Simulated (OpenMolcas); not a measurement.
**One shape, several levels: SiNH4ClO (SMILES N[SiH](O)Cl)**

Wanted: a comparison of 6 runs (HF/3-21G, B2PLYP/6-31G*, M06-L/6-31G*, PBE/6-31G*, PBE0/6-31G*, B3LYP/6-31G*) of SiNH4ClO. 

The calculation is run with OpenMolcas 26.06.

1 further run of the same task is left out (set aside as unsound or not needed).

**1. Starting point**

SiNH4ClO: 8 atoms, total charge 0, spin state singlet. As SMILES, `N[SiH](O)Cl`. The shape is that of a PBE0-D4/def2-TZVP optimisation. This is one conformer, not always the lowest.

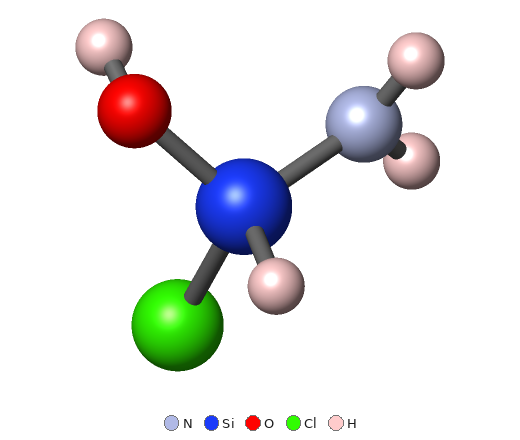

The structure, seen from a chosen angle (nitrogen light blue, silicon blue, oxygen red, chlorine green, hydrogen pink).

**2. Energy and forces at HF/3-21G (run 1)**

Input file calc.inp:

```
* ClH4NOSi Hartree-Fock

&gateway
 baslib
 $CurrDir
 coord
 8
 angstrom
 N       -0.749800       0.885600      -0.289000
 Si       0.524400      -0.226200      -0.115300
 O        0.551300      -0.861300       1.386900
 Cl       0.173100      -1.641600      -1.566900
 H       -1.217200       0.998000      -1.172700
 H       -0.806900       1.712400       0.283000
 H        1.896700       0.277200      -0.308600
 H       -0.279500      -1.201200       1.726700
 basis
 3-21G
 group
 NoSym

&seward

&scf
 thresholds
 1e-10 1e-07 1e-07 1e-05
 prorbitals
 1 1

&alaska
```

The basis set 3-21G is read from a file made from the Basis Set Exchange's data (not shown).

Started as:

```bash
$ export MOLCAS_MEM=1860
$ pymolcas calc.inp > calc.log
```

Log:

```text
--- Start Module: gateway ---
[...]
--- Stop Module: gateway /rc=_RC_ALL_IS_WELL_ ---
[...]
      Basis functions           52
[...]
--- Start Module: scf ---
[...]
       Convergence after  13 Iterations
[...]
::    Total SCF energy                               -875.7335014274
[...]
      Total spin, S                                     0.0000000000
[...]
      Total electronic charge=   50.000000
      Total            charge=   -0.000000
[...]
      Dipole Moment (debye):
      Origin of the operator (angstrom)=    0.1921   -0.6528   -0.4058
                   X= -1.7730E+00               Y=  3.0537E+00               Z=  1.0655E+00           Total=  3.6884E+00
      Quadrupole Moment (debye*angstrom):
[...]
--- Stop Module: scf /rc=_RC_ALL_IS_WELL_ ---
--- Start Module: alaska ---
[...]
 *              Molecular gradients               *
 **************************************************
  Irreducible representation: a
 ------------------------------------------------------------------------------------------
                              X                       Y                       Z
 ------------------------------------------------------------------------------------------
  N1                7.36700346275576E-03   -2.05719096957484E-02    1.03282100024314E-02
  SI2              -3.24248211139500E-02   -3.30938587076446E-02   -1.11712274374773E-02
  O3                7.51639764118917E-03    9.74412209266440E-03   -1.37533671730523E-02
  CL4               6.68253192067647E-03    2.90247676221931E-02    2.99579496535998E-02
  H5                3.31861302656433E-03    2.23424207502498E-03   -5.11390103262510E-03
  H6                2.82628269178514E-03    4.74049836577350E-03    6.62650819469590E-05
  H7                3.82328792059727E-03    2.22808117684181E-03    2.65337371773045E-03
  H8                8.90704450403401E-04    5.69405707089610E-03   -1.29673028125861E-02
[...]
--- Stop Module: alaska /rc=_RC_ALL_IS_WELL_ ---
[...]
```

It took 2.7 s on 1 thread of Arm Neoverse V1, shared host; peak memory 0.38 GiB.

**3. The energy at B2PLYP/6-31G(d) (spherical functions) (run 2)**

Input file calc.inp:

```
&GATEWAY
  BasLib
  $CurrDir
  Coord
  8
  angstrom
  N       -0.749800       0.885600      -0.289000
  Si       0.524400      -0.226200      -0.115300
  O        0.551300      -0.861300       1.386900
  Cl       0.173100      -1.641600      -1.566900
  H       -1.217200       0.998000      -1.172700
  H       -0.806900       1.712400       0.283000
  H        1.896700       0.277200      -0.308600
  H       -0.279500      -1.201200       1.726700
  Basis
  6-31Gs
  Group
  NoSym

&SEWARD
  GridInput
  Grid=UltraFine
  End of Grid

&SCF
  KSDFT
  B2PLYP_SCF
  Thresholds
  1e-10 1e-07 1e-07 1e-05
  PrOrbitals
  1 2

&MBPT2
  Frozen
  12
```

The basis set 6-31G* is read from a file made from the Basis Set Exchange's data (not shown).

Started as:

```bash
$ export MOLCAS_MEM=1860
$ pymolcas calc.inp > calc.log
```

Log:

```text
--- Start Module: gateway ---
[...]
--- Stop Module: gateway /rc=_RC_ALL_IS_WELL_ ---
[...]
      Basis functions           72
[...]
--- Start Module: scf ---
[...]
       Convergence after  13 Iterations
[...]
::    Total KS-DFT energy                            -881.5646952523
[...]
      Total spin, S                                     0.0000000000
[...]
      Total electronic charge=   50.000000
      Total            charge=   -0.000000
[...]
      Dipole Moment (debye):
      Origin of the operator (angstrom)=    0.1921   -0.6528   -0.4058
                   X= -1.7716E+00               Y=  2.2613E+00               Z=  7.8694E-01           Total=  2.9785E+00
      Quadrupole Moment (debye*angstrom):
[...]
--- Stop Module: scf /rc=_RC_ALL_IS_WELL_ ---
[...]
--- Start Module: mbpt2 ---
[...]
 ###    WARNING: MP2 implementation intended for RHF references only         ###
 ###############################################################################
MBPT2 WARNING: Reference function according to RunFile:KS-DFT
I'll assume you know what you're doing and continue
WARNING!
Default frozen orbitals as non valence orbitals is overwritten by user input.
Default values:   9
[...]
       Reference weight ( Cref**2 )         =        0.79035
::    Total MBPT2 energy                             -882.2285879136
[...]
      Total MBPT2 calculations                           0.14      0.16
--- Stop Module: mbpt2 /rc=_RC_ALL_IS_WELL_ ---
[...]
```

Run time: 18 s. Hardware: 1 thread of Arm Neoverse V1, shared host; peak memory 0.42 GiB.

Runs 3 to 5 aren't shown in full; the table further down has their settings and results.

**4. Energy and forces at B3LYP/6-31G(d) (Cartesian functions) (run 6)**

Input file run.inp:

```
* ClH4NOSi Kohn-Sham DFT

&GATEWAY
  BasLib
  $CurrDir
  Coord
  8
  angstrom
  N       -0.749800       0.885600      -0.289000
  Si       0.524400      -0.226200      -0.115300
  O        0.551300      -0.861300       1.386900
  Cl       0.173100      -1.641600      -1.566900
  H       -1.217200       0.998000      -1.172700
  H       -0.806900       1.712400       0.283000
  H        1.896700       0.277200      -0.308600
  H       -0.279500      -1.201200       1.726700
  Basis
  6-31Gs
  Group
  NoSym

&SEWARD
  GridInput
  Grid=UltraFine
  End of Grid

&SCF
  KSDFT
  B3LYP
  Thresholds
  1e-10 1e-07 1e-07 1e-05
  PrOrbitals
  1 1

&ALASKA
```

The basis set 6-31G* is read from a file made from the Basis Set Exchange's data (not shown).

Started as:

```bash
$ export MOLCAS_MEM=1860
$ pymolcas run.inp > run.log
```

Log:

```text
--- Start Module: gateway ---
[...]
--- Stop Module: gateway /rc=_RC_ALL_IS_WELL_ ---
[...]
      Basis functions           76
[...]
--- Start Module: scf ---
[...]
       Convergence after  14 Iterations
[...]
::    Total KS-DFT energy                            -882.1899394024
[...]
      Total spin, S                                     0.0000000000
[...]
      Total electronic charge=   50.000000
      Total            charge=   -0.000000
[...]
      Dipole Moment (debye):
      Origin of the operator (angstrom)=    0.1921   -0.6528   -0.4058
                   X= -1.7896E+00               Y=  2.1832E+00               Z=  8.0206E-01           Total=  2.9346E+00
      Quadrupole Moment (debye*angstrom):
[...]
--- Stop Module: scf /rc=_RC_ALL_IS_WELL_ ---
[...]
--- Start Module: alaska ---
[...]
 *              Molecular gradients               *
 **************************************************
  Irreducible representation: a
 ------------------------------------------------------------------------------------------
                              X                       Y                       Z
 ------------------------------------------------------------------------------------------
  N1                4.57748820759640E-03   -8.06124158794219E-04    1.92947054691917E-04
  SI2              -7.55266169153046E-03   -5.81058383331268E-03    2.59061675886696E-03
  O3               -8.30750287614013E-03    2.03975570310622E-03   -8.71744838621780E-03
  CL4               1.28445586679327E-03    6.58315365811291E-03    7.24691867646143E-03
  H5                2.87238702565018E-03   -1.08030219576105E-03    4.23477979337861E-03
  H6                2.44952558664524E-04   -4.31978987134585E-03   -2.79573629586283E-03
  H7               -5.88019547727470E-04    5.91362821690922E-04    1.19310961318231E-04
  H8                7.46890045671833E-03    2.80252787628887E-03   -2.87138856294744E-03
[...]
--- Stop Module: alaska /rc=_RC_ALL_IS_WELL_ ---
[...]
```

Run time: 29 s. Hardware: 1 thread of Arm Neoverse V1, shared host; peak memory 0.43 GiB.

**5. Overview of the runs**

```
run                                level      task  frozen core orbitals  energy (Eh)  dipole moment (D)  HOMO energy (eV)  LUMO energy (eV)  wall time
  1                             HF/3-21G  gradient                     –  -875.733501               3.69            -11.60              5.16      2.7 s
  2  B2PLYP/6-31G* (spherical functions)    energy                    12  -881.743946               2.98             -9.16              2.68       18 s
  3   M06-L/6-31G* (spherical functions)  gradient                     –  -882.130698               3.04             -6.61              1.21       35 s
  4     PBE/6-31G* (spherical functions)  gradient                     –  -881.655589               2.94             -6.22              0.54       29 s
  5    PBE0/6-31G* (spherical functions)  gradient                     –  -881.733974               2.98             -7.79              1.48       28 s
  6   B3LYP/6-31G* (Cartesian functions)  gradient                     –  -882.189939               2.93             -7.47              1.13       29 s
```

**6. What came out**

| quantity | value |
| --- | --- |
| run 6: total energy | -882.18994 Eh |
| run 6: dipole moment | 2.93 D |
| run 6: HOMO energy | -7.47 eV |
| run 6: LUMO energy | 1.13 eV |
| run 6: HOMO–LUMO gap | 8.60 eV |
| run 6: largest force on an atom | 0.628 eV/Å |

The dipole moment (its size) runs from 2.93 D (B3LYP/6-31G*) to 3.69 D (HF/3-21G). The two ends differ in method and basis. The HOMO–LUMO gap runs from 6.76 eV (PBE/6-31G*) to 16.76 eV (HF/3-21G). For B2PLYP the log adds the whole second-order term; the table takes 0.27 of it, as the functional is defined. Totals of different functionals can't be ranked against each other. All runs together took 2.4 min, the longest 35 s.
